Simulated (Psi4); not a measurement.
**One shape, several levels: triplet SClO2F**

We compute a comparison of 6 runs (UB3LYP/def2-SVP, UM06-L/def2-SVP, UPBE/def2-SVP, UPBE0/def2-SVP, USVWN5/def2-SVP, UTPSS/def2-SVP) of triplet SClO2F. 

Program for the calculation: Psi4 1.11.

### Step 1. The molecule

The species is SClO2F (5 atoms), meant as a triplet with charge 0. SMILES of the parent species: `O=S(=O)(F)Cl`. Geometry: relaxed at PBE0-D4/def2-TZVP. That shape belongs to the parent species and isn't relaxed for this state.

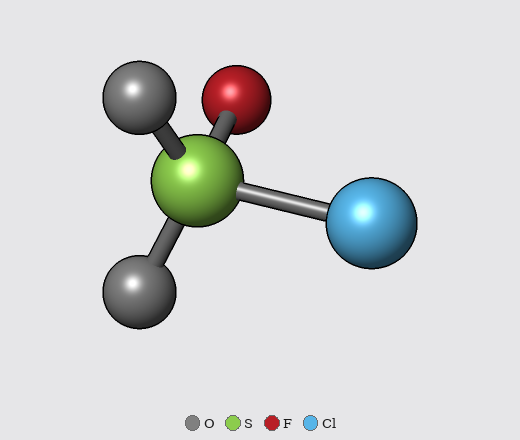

The structure, seen from a chosen angle (oxygen grey, sulfur green, fluorine red, chlorine blue).

### Step 2. Energy and forces at UB3LYP/def2-SVP (run 1)

job.py

```python
import psi4

psi4.set_memory(2200000000)
psi4.set_num_threads(1)
psi4.core.set_output_file('run.log', False)

geom = psi4.geometry("""
0 3
O
S 1 1.409829
O 2 1.409821 1 123.81627
F 2 1.55103 3 107.1143 1 -125.23014
Cl 2 1.994499 3 108.92965 4 -104.79081
symmetry c1
""")

options = {'basis': 'def2-SVP', 'reference': 'uks', 'puream': True, 'e_convergence': 1e-09, 'd_convergence': 1e-08, 'scf_type': 'pk', 'dft_radial_points': 99, 'dft_spherical_points': 590, 'maxiter': 100}
psi4.set_options(options)

result, w = psi4.gradient("B3LYP", return_wfn=True)
print('gradient / Eh bohr^-1')
print(result.np.round(6))
print(f'energy = {w.energy():.10f} Eh')
```

Command:

```bash
$ python job.py
```

run.log:

```text
[...]
  Running in c1 symmetry.
[...]
  Nuclear repulsion =  344.673644665143115
[...]
  Multiplicity = 3
[...]
  Nalpha       = 30
  Nbeta        = 28
[...]
    Number of basis functions: 78
[...]
   @UKS iter   1: -1107.57706604602345    1.09734e+00   1.21288e-02 DIIS/ADIIS
[...]
   @UKS iter  18: -1107.93761059432904   -4.54747e-13   9.06598e-09 DIIS
[...]
   @S^2 Observed:                2.006411038E+00
[...]
  @UKS Final Energy: -1107.93761059432904
   => Energetics <=
    Nuclear Repulsion Energy =            344.6736446651431152
    One-Electron Energy =               -2214.9874711129741627
    Two-Electron Energy =                 828.3636542380759238
    DFT Exchange-Correlation Energy =     -65.9874383845738777
    Empirical Dispersion Energy =           0.0000000000000000
    VV10 Nonlocal Energy =                  0.0000000000000000
    Total Energy =                      -1107.9376105943290440
[...]
  -Total Gradient:
     Atom            X                  Y                   Z
    ------   -----------------  -----------------  -----------------
       1       -0.018404605893     0.019849807444     0.114074670680
       2       -0.035381356458     0.013375291711     0.007144766543
       3       -0.018405491724     0.105830167882    -0.046998073034
       4       -0.070204944399    -0.025210509554    -0.013456350451
       5        0.142365780413    -0.113850890246    -0.060768309366
[...]
```

The script printed:

```text
gradient / Eh bohr^-1
[[-0.018405  0.01985   0.114075]
 [-0.035381  0.013375  0.007145]
 [-0.018405  0.10583  -0.046998]
 [-0.070205 -0.025211 -0.013456]
 [ 0.142366 -0.113851 -0.060768]]
energy = -1107.9376105943 Eh
```

Wall time 51 s (1 thread of Intel Xeon at 2.50GHz (Skylake/Cascade Lake), shared host); peak memory 0.78 GiB.

### Step 3. Energy and forces at UM06-L/def2-SVP (run 2)

calc.inp

```
memory 2200 MB

molecule molecule1 {
  0 3
  O     -0.23345677    -0.30743954     2.84027726
  S      0.18936945    -0.27427485     0.21006196
  O      2.18830285    -1.56646957    -0.98673939
  F     -2.29543143    -1.15038968    -1.07410143
  Cl     0.15119699     3.29859254    -0.98949839
  units bohr
  symmetry c1
}

set {
  reference            uks
  puream               true
  e_convergence        1e-09
  d_convergence        1e-08
  scf_type             pk
  dft_radial_points    99
  dft_spherical_points 590
  maxiter              100
}

e_tot, wfn = gradient("m06-l/def2-SVP", return_wfn=True)
oeprop(wfn, "MULLIKEN_CHARGES", "WIBERG_LOWDIN_INDICES", "DIPOLE")
```

Command:

```bash
$ psi4 calc.inp calc.out -n 1
```

calc.out:

```text
[...]
  Running in c1 symmetry.
[...]
  Nuclear repulsion =  344.673644086620698
[...]
  Multiplicity = 3
[...]
  Nalpha       = 30
  Nbeta        = 28
[...]
    Number of basis functions: 78
[...]
   @UKS iter   1: -1107.55937994085411    1.03484e+00   1.15968e-02 ADIIS/DIIS
[...]
   @UKS iter  16: -1107.89741277032613   -2.50111e-12   6.08422e-09 DIIS
[...]
   @S^2 Observed:                2.005426206E+00
[...]
  @UKS Final Energy: -1107.89741277032613
   => Energetics <=
    Nuclear Repulsion Energy =            344.6736440866206976
    One-Electron Energy =               -2214.9290256949279865
    Two-Electron Energy =                 844.1497008227479455
    DFT Exchange-Correlation Energy =     -81.7917319847668551
    Empirical Dispersion Energy =           0.0000000000000000
    VV10 Nonlocal Energy =                  0.0000000000000000
    Total Energy =                      -1107.8974127703261274
[...]
  -Total Gradient:
     Atom            X                  Y                   Z
    ------   -----------------  -----------------  -----------------
       1        0.013101224759     0.029930687375    -0.113737133541
       2        0.012192993750     0.030167828041    -0.002215697575
       3       -0.081012321101     0.078860478870     0.034980363077
       4        0.056994801031     0.041090413320     0.022548614000
       5       -0.001365750368    -0.179991334589     0.058348792994
[...]
```

Wall time 74 s (1 thread of Intel Xeon at 2.50GHz (Skylake/Cascade Lake), shared host); peak memory 1.5 GiB.

Run 3 isn't shown in full; the table further down has it.

### Step 4. Energy and gradient at UPBE0/def2-SVP (run 4)

clfo2s.xyz

```xyz
5
ClFO2S
O     -0.123540    -0.162690     1.503010
S      0.100210    -0.145140     0.111160
O      1.158000    -0.828940    -0.522160
F     -1.214690    -0.608760    -0.568390
Cl     0.080010     1.745540    -0.523620
```

run.py

```python
import numpy as np
from ase.calculators.psi4 import Psi4
from ase.io import read

mol = read('clfo2s.xyz')
calc = Psi4(atoms=mol, method='pbe0', basis='def2-SVP', memory='2200MB', num_threads=1, charge=0, multiplicity=3, label='calc', reference='uks')
calc.psi4.set_options({'puream': True, 'e_convergence': 1e-09, 'd_convergence': 1e-08, 'scf_type': 'pk', 'dft_radial_points': 99, 'dft_spherical_points': 590, 'maxiter': 100})
mol.calc = calc

forces = mol.get_forces()
print(f'energy: {mol.get_potential_energy():.6f} eV')
print('forces / eV A^-1')
print(np.round(forces, 5))
```

Command:

```bash
$ python run.py
```

calc.dat:

```text
[...]
  Running in c1 symmetry.
[...]
  Nuclear repulsion =  344.673643826859063
[...]
  Multiplicity = 3
[...]
  Nalpha       = 30
  Nbeta        = 28
[...]
    Number of basis functions: 78
[...]
   @UKS iter   1: -1107.07798035247561    1.04529e+00   1.10986e-02 DIIS/ADIIS
[...]
   @UKS iter  18: -1107.38209347948714   -3.86535e-12   7.68632e-09 DIIS
[...]
   @S^2 Observed:                2.007847130E+00
[...]
  @UKS Final Energy: -1107.38209347948714
   => Energetics <=
    Nuclear Repulsion Energy =            344.6736438268590632
    One-Electron Energy =               -2214.7562296016913024
    Two-Electron Energy =                 824.1517734832351607
    DFT Exchange-Correlation Energy =     -61.4512811878900038
    Empirical Dispersion Energy =           0.0000000000000000
    VV10 Nonlocal Energy =                  0.0000000000000000
    Total Energy =                      -1107.3820934794871391
[...]
  -Total Gradient:
     Atom            X                  Y                   Z
    ------   -----------------  -----------------  -----------------
       1        0.011807381367     0.026024946801    -0.100250873102
       2        0.011756611693     0.042573471702    -0.006571684940
       3       -0.071382910417     0.069276060679     0.031205674181
       4        0.049774904410     0.037337461240     0.019214220732
       5       -0.001936596867    -0.175195640982     0.056409591530
[...]
```

On the terminal:

```text
energy: -30133.401622 eV
forces / eV A^-1
[[-0.60716 -1.33826  5.15511]
 [-0.60455 -2.18922  0.33793]
 [ 3.67066 -3.56232 -1.60466]
 [-2.55953 -1.91997 -0.98803]
 [ 0.09958  9.00892 -2.9007 ]]
```

It took 49 s on 1 thread of Intel Xeon at 2.50GHz (Skylake/Cascade Lake), shared host; peak memory 0.79 GiB.

Run 5 isn't shown in full; the table further down has it.

### Step 5. Energy and forces at UTPSS/def2-SVP (run 6)

run.py

```python
import psi4

psi4.set_memory('2200 MB')
psi4.set_num_threads(1)
psi4.set_output_file('run.log', False)

geom = psi4.geometry("""
0 3
O
S 1 1.409829
O 2 1.409821 1 123.81627
F 2 1.55103 3 107.1143 1 -125.23014
Cl 2 1.994499 3 108.92965 4 -104.79081
units angstrom
symmetry c1
""")

psi4.set_options({
    'basis': 'def2-SVP',
    'reference': 'uks',
    'puream': True,
    'e_convergence': 1e-09,
    'd_convergence': 1e-08,
    'scf_type': 'pk',
    'dft_radial_points': 99,
    'dft_spherical_points': 590,
    'maxiter': 100,
})

result, w = psi4.gradient('tpss', molecule=geom, return_wfn=True)
psi4.oeprop(w, 'LOWDIN_CHARGES', 'MAYER_INDICES', 'QUADRUPOLE', title='TPSS')
print('gradient / Eh bohr^-1')
print(result.np.round(6))
print(f'energy = {w.energy():.10f} Eh')
for k, v in sorted(psi4.core.scalar_variables().items()):
    print(f'{k:45s} {v:18.10f}')
```

Command:

```bash
$ python run.py
```

run.log:

```text
[...]
  Running in c1 symmetry.
[...]
  Nuclear repulsion =  344.673644665143115
[...]
  Multiplicity = 3
[...]
  Nalpha       = 30
  Nbeta        = 28
[...]
    Number of basis functions: 78
[...]
   @UKS iter   1: -1107.59121943653622    1.15047e+00   1.26798e-02 DIIS/ADIIS
[...]
   @UKS iter  17: -1107.99647038013154   -1.13687e-12   6.55052e-09 DIIS
[...]
   @S^2 Observed:                2.003897376E+00
[...]
  @UKS Final Energy: -1107.99647038013154
   => Energetics <=
    Nuclear Repulsion Energy =            344.6736446651431152
    One-Electron Energy =               -2215.0314353752528405
    Two-Electron Energy =                 844.2303756050600896
    DFT Exchange-Correlation Energy =     -81.8690552750817773
    Empirical Dispersion Energy =           0.0000000000000000
    VV10 Nonlocal Energy =                  0.0000000000000000
    Total Energy =                      -1107.9964703801315409
[...]
  -Total Gradient:
     Atom            X                  Y                   Z
    ------   -----------------  -----------------  -----------------
       1       -0.019166645447     0.021569616919     0.132738105375
       2       -0.023821849115    -0.002274037484    -0.001206505653
       3       -0.019167348920     0.122294413336    -0.055956990019
       4       -0.076595373325    -0.030003120047    -0.016014508836
       5        0.138700172320    -0.111601033507    -0.059567667702
[...]
```

Standard output:

```text
gradient / Eh bohr^-1
[[-0.019167  0.02157   0.132738]
 [-0.023822 -0.002274 -0.001207]
 [-0.019167  0.122294 -0.055957]
 [-0.076595 -0.030003 -0.016015]
 [ 0.1387   -0.111601 -0.059568]]
energy = -1107.9964703801 Eh
CURRENT ENERGY                                  -1107.9964703801
CURRENT REFERENCE ENERGY                        -1107.9964703801
DD SOLVATION ENERGY                                 0.0000000000
DFT FUNCTIONAL TOTAL ENERGY                     -1107.9964703801
DFT TOTAL ENERGY                                -1107.9964703801
DFT VV10 ENERGY                                     0.0000000000
DFT XC ENERGY                                     -81.8690552751
GRID ELECTRONS ALPHA                               30.0000001953
GRID ELECTRONS BETA                                28.0000001772
GRID ELECTRONS TOTAL                               58.0000003725
NUCLEAR REPULSION ENERGY                          344.6736446651
ONE-ELECTRON ENERGY                             -2215.0314353753
PCM POLARIZATION ENERGY                             0.0000000000
PE ENERGY                                           0.0000000000
SCF ITERATION ENERGY                            -1107.9964703801
SCF ITERATIONS                                     17.0000000000
SCF TOTAL ENERGY                                -1107.9964703801
TWO-ELECTRON ENERGY                               844.2303756051
XC GRID RADIAL POINTS                              99.0000000000
XC GRID SPHERICAL POINTS                          590.0000000000
XC GRID TOTAL POINTS                           270905.0000000000
```

Run time: 87 s. Hardware: 1 thread of Intel Xeon at 2.50GHz (Skylake/Cascade Lake), shared host; peak memory 1.5 GiB.

### Step 6. The series

```csv
run,level,task,energy (Eh),dipole moment (D),HOMO energy (eV),⟨S²⟩,wall time
1,UB3LYP/def2-SVP,gradient,-1107.937611,1.29,-3.75,2.006,51 s
2,UM06-L/def2-SVP,gradient,-1107.897413,0.92,-2.79,2.005,74 s
3,UPBE/def2-SVP,gradient,-1107.343391,0.88,-2.49,2.003,37 s
4,UPBE0/def2-SVP,gradient,-1107.382093,1.39,-4.06,2.008,49 s
5,USVWN5/def2-SVP,energy,-1103.430890,0.97,-2.58,2.002,24 s
6,UTPSS/def2-SVP,gradient,-1107.996470,0.82,-2.66,2.004,87 s
```

### Step 7. What came out

| quantity | value |
| --- | --- |
| run 6: total energy | -1107.99647 Eh |
| run 6: dipole moment | 0.82 D |
| run 6: HOMO energy (highest over α and β) | -2.66 eV |
| run 6: ⟨S²⟩ | 2.004 |
| run 6: largest force on an atom | 9.653 eV/Å |

The dipole moment (its size) runs from 0.82 D (UTPSS/def2-SVP) to 1.39 D (UPBE0/def2-SVP). Totals of different functionals can't be ranked against each other. All runs together took 5.4 min, the longest 87 s.
